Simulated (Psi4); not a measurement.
# wB97X-D/6-31G (sweep point 3) run of CH2F2O (SMILES OC(F)F)

What is the vertical singlet–triplet gap of CH2F2O at wB97X-D/6-31G (sweep point 3)? 

Program for the calculation: Psi4 1.11.

13 further runs of the same task are left out: 10 that didn't finish, 3 set aside as unsound or not needed.

## Step 1: The molecule

CH2F2O: 6 atoms, total charge 0, spin state singlet. As SMILES, `OC(F)F`. Geometry: relaxed at PBE0-D4/def2-TZVP. This is one conformer, not always the lowest.

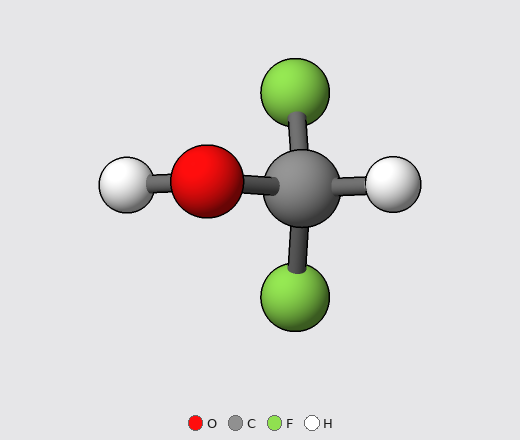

The structure, seen from a chosen angle (oxygen red, carbon grey, fluorine green, hydrogen white).

## Step 2: The energy at wB97X-D/6-31G (sweep point 3)

Contents of input.inp:

```
memory 1600 MB

molecule mol {
  O      0.095100     0.985600    -0.438500
  C      0.060600    -0.137800     0.302200
  F      0.876300    -1.092500    -0.208200
  F     -1.179700    -0.684300     0.315100
  H     -0.176600     0.772900    -1.340300
  H      0.366200     0.092100     1.323500
  symmetry c1
}

set basis 6-31G
set puream true
set scf_type pk
set dft_radial_points 99
set dft_spherical_points 590

energy_value, wavefunction = energy("wb97x-d", return_wfn=True)
print_variables()
```

Run with:

```console
$ psi4 input.inp input.out -n 1
```

input.out:

```text
[...]
  Running in c1 symmetry.
[...]
  Nuclear repulsion =  134.988354426899463
[...]
  Multiplicity = 1
[...]
  Nalpha       = 17
  Nbeta        = 17
[...]
    Number of basis functions: 40
[...]
   @RKS iter   1:  -313.90089712533802   -2.25922e-01   1.46325e-02 ADIIS/DIIS
[...]
   @RKS iter   8:  -314.03365056411906   -7.71024e-09   2.17561e-07 DIIS
[...]
    Orbital Energies [Eh]
    ---------------------
    Doubly Occupied:
       1A    -24.843128     2A    -24.843084     3A    -19.324787
       4A    -10.520242     5A     -1.399641     6A     -1.319899
       7A     -1.207161     8A     -0.816338     9A     -0.697591
      10A     -0.668069    11A     -0.656262    12A     -0.552526
      13A     -0.524635    14A     -0.496972    15A     -0.479972
      16A     -0.474029    17A     -0.438017
[...]
  @RKS Final Energy:  -314.03365056411906
   => Energetics <=
    Nuclear Repulsion Energy =            134.9883544268994626
    One-Electron Energy =                -702.3486172888976853
    Two-Electron Energy =                 278.4803523159933434
    DFT Exchange-Correlation Energy =     -25.1529706954911774
    Empirical Dispersion Energy =          -0.0007693226230040
    VV10 Nonlocal Energy =                  0.0000000000000000
    Total Energy =                       -314.0336505641190570
[...]
 Multipole Moments:
 ------------------------------------------------------------------------------------
     Multipole            Electronic (a.u.)      Nuclear  (a.u.)        Total (a.u.)
 ------------------------------------------------------------------------------------
 L = 1.  Multiply by 2.5417464519 to convert [e a0] to [Debye]
 Dipole X            :         -0.4684802            0.4640744           -0.0044058
 Dipole Y            :         -2.2684596            2.4898762            0.2214166
 Dipole Z            :         -0.0710230           -0.1188417           -0.1898647
 Magnitude           :                                                    0.2917076
[...]
```

It took 5.1 s on 1 thread of Intel Xeon 6975P-C (Granite Rapids), shared host; peak memory 0.58 GiB.

## Step 3: The triplet at the same level

Contents of job.inp:

```
memory 1.6 GB

molecule {
  0 3
  O      0.095100     0.985600    -0.438500
  C      0.060600    -0.137800     0.302200
  F      0.876300    -1.092500    -0.208200
  F     -1.179700    -0.684300     0.315100
  H     -0.176600     0.772900    -1.340300
  H      0.366200     0.092100     1.323500
  symmetry c1
}

set reference uks
set puream true
set scf_type pk
set dft_radial_points 99
set dft_spherical_points 590
set maxiter 150

energy_value, wavefunction = energy("wb97x-d/6-31G", return_wfn=True)
```

Run with:

```console
$ psi4 -i job.inp -o job.out -n 1
```

job.out:

```text
[...]
  Running in c1 symmetry.
[...]
  Nuclear repulsion =  134.988354426899463
[...]
  Multiplicity = 3
[...]
  Nalpha       = 18
  Nbeta        = 16
[...]
    Number of basis functions: 40
[...]
   @UKS iter   1:  -313.38297540876721    2.92000e-01   1.64081e-02 DIIS/ADIIS
[...]
   @UKS iter  13:  -313.67727130237864   -2.18203e-08   5.65157e-07 DIIS
[...]
   @S^2 Observed:                2.003219916E+00
[...]
    Orbital Energies [Eh]
    ---------------------
    Alpha Occupied:
       1A    -24.903866     2A    -24.903815     3A    -19.478840
       4A    -10.575186     5A     -1.462798     6A     -1.376496
       7A     -1.337618     8A     -0.887346     9A     -0.766906
      10A     -0.736823    11A     -0.734423    12A     -0.636354
      13A     -0.624742    14A     -0.577667    15A     -0.565206
      16A     -0.545101    17A     -0.527003    18A     -0.098436
    Alpha Virtual:
      19A      0.159074    20A      0.166033    21A      0.201653
      22A      0.237132    23A      0.533998    24A      0.535747
      25A      0.633838    26A      0.770389    27A      0.850051
[...]
  @UKS Final Energy:  -313.67727130237864
   => Energetics <=
    Nuclear Repulsion Energy =            134.9883544268994626
    One-Electron Energy =                -699.7432778512348932
    Two-Electron Energy =                 276.1451103561950617
    DFT Exchange-Correlation Energy =     -25.0666889116152838
    Empirical Dispersion Energy =          -0.0007693226230040
    VV10 Nonlocal Energy =                  0.0000000000000000
    Total Energy =                       -313.6772713023786423
[...]
 Multipole Moments:
 ------------------------------------------------------------------------------------
     Multipole            Electronic (a.u.)      Nuclear  (a.u.)        Total (a.u.)
 ------------------------------------------------------------------------------------
 L = 1.  Multiply by 2.5417464519 to convert [e a0] to [Debye]
 Dipole X            :         -0.0558807            0.4640744            0.4081937
 Dipole Y            :         -2.3936880            2.4898762            0.0961882
 Dipole Z            :          1.6480192           -0.1188417            1.5291775
 Magnitude           :                                                    1.5856412
[...]
```

It took 8.4 s on 1 thread of Intel Xeon 6975P-C (Granite Rapids), shared host; peak memory 0.58 GiB.

## Step 4: Outcome

At wB97X-D/6-31G (sweep point 3):

| quantity | value |
| --- | --- |
| singlet: total energy | -314.03365 Eh |
| singlet: dipole moment | 0.74 D |
| singlet: HOMO energy | -11.92 eV |
| singlet: LUMO energy | 4.07 eV |
| singlet: HOMO–LUMO gap | 15.99 eV |
| singlet: dispersion energy | -2.02 kJ/mol |
| triplet: total energy | -313.67727 Eh |
| triplet: dipole moment | 4.03 D |
| triplet: HOMO energy (highest over α and β) | -2.68 eV |
| triplet: dispersion energy | -2.02 kJ/mol |
| triplet: ⟨S²⟩ | 2.003 |
| vertical energy of the triplet above the singlet | 9.698 eV |

What this shows: At this shape the triplet lies 9.70 eV (936 kJ/mol) above the singlet.
